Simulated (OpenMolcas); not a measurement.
```
&GATEWAY
Basis set
Ni.ANO-RCC-VDZP.
Ni1 0.0 0.0 0.0 Angstrom
End of basis
Basis set
F.ANO-RCC-VDZP.
L1 1.917000 0.000000 0.000000 Angstrom
L2 0.000000 1.917000 0.000000 Angstrom
L3 0.000000 0.000000 1.917000 Angstrom
End of basis
Basis set
Li.EMB-AIMP.Seijo.0s.0s.ECP.LiF.
PseudoCharge
* 67 symmetry-unique lattice sites within 7.6 angstrom
End of basis
Basis set
F.EMB-AIMP.Seijo.0s.0s.ECP.LiF.
PseudoCharge
* 55 symmetry-unique lattice sites within 7.6 angstrom
End of basis
Symmetry
XYZ
AngMom=0.0 0.0 0.0
AMFI
RICD
XField
973 Angstrom 0
* Evjen-weighted lattice charges
&SEWARD
&RASSCF
FileOrb=start.orb
Symmetry=1
Spin=3
nActEl=8 0 0
Inactive=18 21
Ras2=5 0
CIRoot=10 10 1
SDav=10
CIMx=300
Iter=150 100
PrWF=0.3
OrbListing=Nothing
MaxOrb=0
LevShft=1.0
>>> COPY $Project.JobIph JOB001
&RASSCF
FileOrb=start.orb
Symmetry=1
Spin=1
nActEl=8 0 0
Inactive=18 21
Ras2=5 0
CIRoot=15 15 1
SDav=15
CIMx=300
Iter=150 100
PrWF=0.3
OrbListing=Nothing
MaxOrb=0
LevShft=1.0
>>> COPY $Project.JobIph JOB002
&RASSI
NrOfJobIphs=2 10 15
1 2 3 4 5 6 7 8 9 10
1 2 3 4 5 6 7 8 9 10 11 12 13 14 15
IphNames
JOB001
JOB002
EJob
SpinOrbit
DIPRint=1.0
SOCoupling=1000.0
Subsets=2
Property=9
'ANGMOM' 1 'ANGMOM' 2 'ANGMOM' 3 'MLTPL  1' 1 'MLTPL  1' 2 'MLTPL  1' 3
'AMFI' 1 'AMFI' 2 'AMFI' 3
SOProperty=3
'ANGMOM' 1 'ANGMOM' 2 'ANGMOM' 3
```

Run as:
```bash
OMP_NUM_THREADS=1 MOLCAS_MEM=2457 MOLCAS_PROJECT=a pymolcas a.inp > a.log  # once for each step of the input, in one work folder
```

The calculation used state-averaged CASSCF, active space 8 electrons in the shell 3d, basis ANO-RCC-VDZP on all atoms, DKH2 scalar Hamiltonian, spin-orbit coupling by RASSI with atomic mean-field integrals (OpenMolcas). Powder susceptibility by Van Vleck's formula.

Ni²⁺ (3d⁸) as a dopant in LiF, a cluster with its 6 nearest F⁻ at 1.917 Å (octahedron) embedded in model potentials and point charges; the geometry was set, not optimised. The cluster and the levels that result:

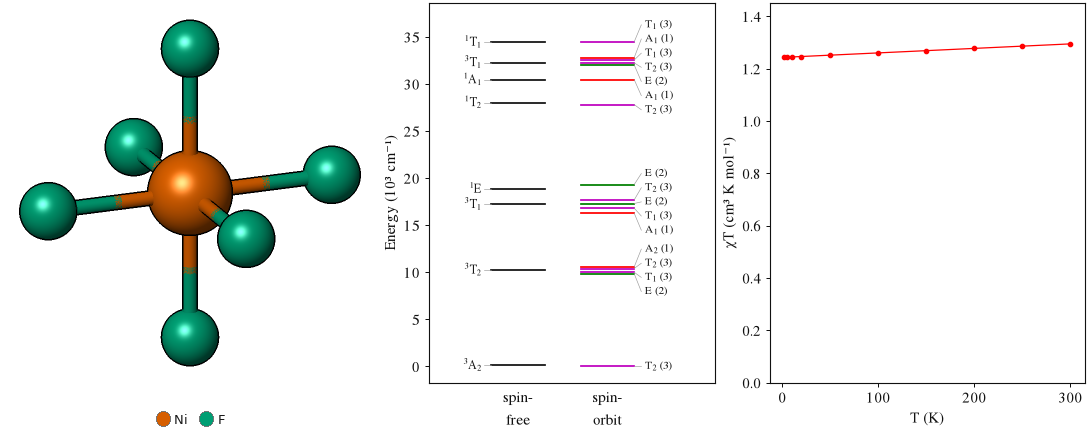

Labels give the representation in O, Td, D4 or D3 as the site allows (double group for half-integer spin) where it could be assigned and, in brackets, the degeneracy; spin-free states, where drawn, share the zero of the spin-orbit levels.

The ground level is T₂, 3-fold degenerate, 100 % from states of spin multiplicity 3. The next level lies at 9,850 cm⁻¹ (E). The lowest spin-free state is ³A₂, from the free-ion F term; of the same spin there follow at 10,100 cm⁻¹ (³T₂), 17,100 cm⁻¹ (³T₁) and 32,200 cm⁻¹ (³T₁) above it. A ligand-field fit to the spin-free states gives |10Dq| = 9,950 cm⁻¹, B = 1,260 and C = 4,590 cm⁻¹ (rms misfit 90 cm⁻¹). χT is 1.24 cm³ K mol⁻¹ at 2 K and 1.29 at 300 K, an effective moment of 3.22 μB. The active orbitals hold 93 to 98 % metal character (Löwdin), and the Mulliken charge of the metal is +1.38.

Caveat: the geometry is set by hand, with no relaxation and no charge compensation.
